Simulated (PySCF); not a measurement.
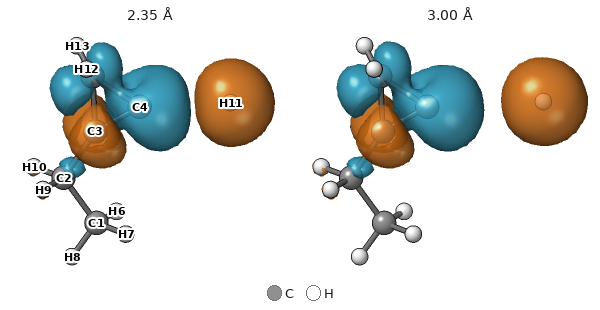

Figure 1: C₅H₈, SMILES `CCC1=CC1`. Rigid stretch of the C4–H11 bond. Broken-symmetry UHF spin density at ±0.03 e/Å³ (light blue: α, orange: β).

Computed with PySCF, def2-SVP basis, geometry: GFN2-xTB. No frequency check shows the geometry to be a minimum.

Cartesian coordinates (Å):

```
C1      -2.0423   -0.3458    0.0003
C2      -0.9339    0.7034    0.0011
C3       0.4006    0.0921    0.0001
C4       1.1969   -0.9340    0.0005
C5       1.8688    0.4101   -0.0015
H6      -1.9623   -0.9781   -0.8833
H7      -1.9645   -0.9772    0.8794
H8      -3.0192    0.1324   -0.0013
H9      -1.0260    1.3489    0.8787
H10     -1.0238    1.3480   -0.8826
H11      1.3721   -1.9807    0.0014
H12      2.3404    0.7765    0.9090
H13      2.3426    0.7756   -0.9039
```

UHF's ⟨S²⟩ passes 1 along the scan (up to 1.19), so it also polarises electrons outside the stretched bond; its energy lowering isn't due to that bond alone.

**How does the broken-symmetry solution share the spin, and how far is it from a pure singlet?**

At 3.00 Å excess α spin lies mostly on C4 and excess β on H11; the two could be swapped at no cost. ⟨S²⟩ is 1.10 at 2.35 Å and 1.19 at 3.00 Å, against 0 for a pure singlet and 1 for an equal mix of singlet and triplet.

**Where does the UHF solution part from RHF?**

Between 1.44 Å (⟨S²⟩ = 0, the two coincide) and 1.66 Å (⟨S²⟩ = 0.23); at 3.00 Å ⟨S²⟩ is 1.19 and UHF lies 3.7 eV below RHF.

**How much energy does the stretch cost?**

By CASSCF, 4.7 eV from the lowest point of the scan (1.07 Å) to 3.00 Å; RHF gives 7.8 eV from its own lowest point. The fragments aren't relaxed and dynamic correlation is missing, so this isn't a bond dissociation energy.
